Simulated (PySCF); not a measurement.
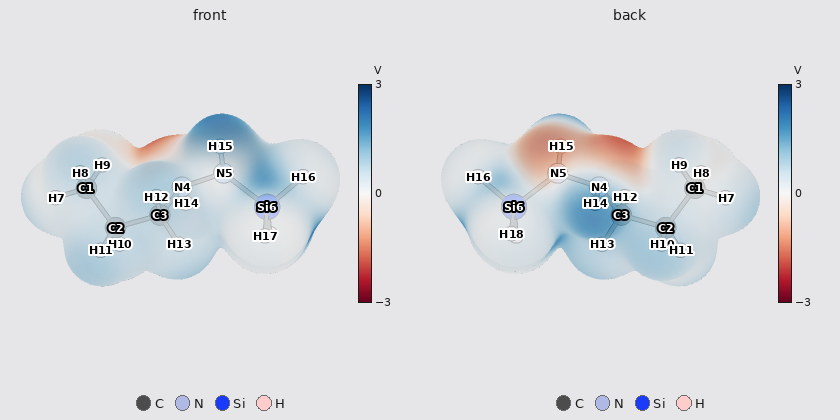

*C₃H₁₂N₂Si (SMILES CCCNN[SiH3]). The molecular electrostatic potential painted on the density surface at 0.004 e/bohr³, seen from the front and from behind; the colour scale runs from red (negative) to blue (positive).*

Geometry: GFN2-xTB.

These are results of PBE0/def2-SVPD, SCF density, gas phase in PySCF, not measurements.

```xyz
18

C    -2.5543    0.5077    0.2588
C    -1.7750   -0.2996   -0.7717
C    -0.3405   -0.5565   -0.3201
N     0.3710    0.7063   -0.1728
N     1.7116    0.5637    0.2570
Si    2.9628   -0.2310   -0.6263
H    -3.5539    0.7307   -0.1065
H    -2.6426   -0.0497    1.1883
H    -2.0364    1.4397    0.4650
H    -1.7574    0.2400   -1.7217
H    -2.2672   -1.2595   -0.9413
H    -0.3403   -1.0420    0.6613
H     0.1634   -1.2323   -1.0313
H     0.3952    1.1815   -1.0730
H     1.7305    0.5324    1.2672
H     4.1662    0.1203    0.1172
H     2.8674   -1.6946   -0.7578
H     2.8907    0.3494   -1.9689
```

> Which sites attract a positive test charge, and which a negative one?

A positive charge is drawn to the negative regions and a negative charge to the positive ones. The most negative region (about −1.7 V, or −39 kcal/mol for a unit charge) lies over N4, the most positive (about +2.1 V, or +48 kcal/mol for a unit charge) over Si6 and H15. N4 is the likeliest acceptor of a hydrogen bond.
